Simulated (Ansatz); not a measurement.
Reaction (SMILES): Cl (HCl) → HCl+ (doublet, bonded as Cl) + e-
B3LYP-D3(BJ)/def2-TZVP geometries, fixed; electronic energies without zero-point terms.

Basis-set convergence of the adiabatic ionisation energy at HF with Ansatz (an electronic-structure program). Cartesian d functions, on some or all atoms, in 6-31+G*, 6-311G**; all else is spherical. Open shells are unrestricted. No added dispersion term, no relativity. Functions are those of the species that has most. Reference: the value in aug-cc-pV(5+d)Z, 11.511 eV, itself unsure by roughly 0.003 eV (its mean distance from pcseg-4, aug-pcseg-3, aug-cc-pV(Q+d)Z). Deviations are taken from unrounded values.

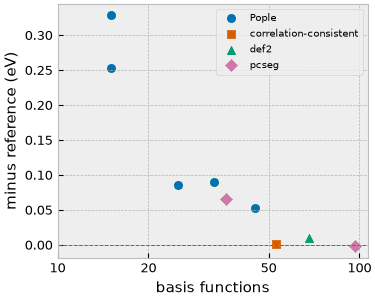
*Deviation from the reference against the number of basis functions, by family of sets.*

```
basis            functions  adiabatic ionisation energy (eV)  minus reference (eV)
---------------  ---------  --------------------------------  --------------------
3-21G                   15                            11.840                 0.329
6-31G                   15                            11.764                 0.253
6-31+G*                 25                            11.597                 0.086
6-311G**                33                            11.602                 0.091
aug-pcseg-1             36                            11.577                 0.066
6-311++G(2d,2p)         45                            11.565                 0.053
cc-pV(T+d)Z             53                            11.513                 0.002
def2-TZVPPD             68                            11.521                 0.010
pcseg-3                 97                            11.509                -0.002
```
